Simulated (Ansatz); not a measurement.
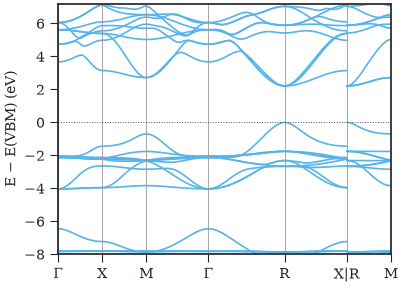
Figure. Band structure from plane-wave PAW PBE (Ansatz code)

Problem. Read off the gap and where the band edges lie.

Solution. About 2.2 eV (2.21 eV by a search for the band edges); maximum at R, minimum at R.

The material is CsPbCl3 (cubic perovskite, Pm-3m).

This is a known high-temperature phase of the composition, computed here at zero pressure and temperature. The PBE relaxation kept the symmetry of its start; its stability against distortions is not shown here. Scalar-relativistic: spin–orbit coupling is off unless named, which matters more the heavier the elements.

Potentials: the later of the program's two PAW sets.
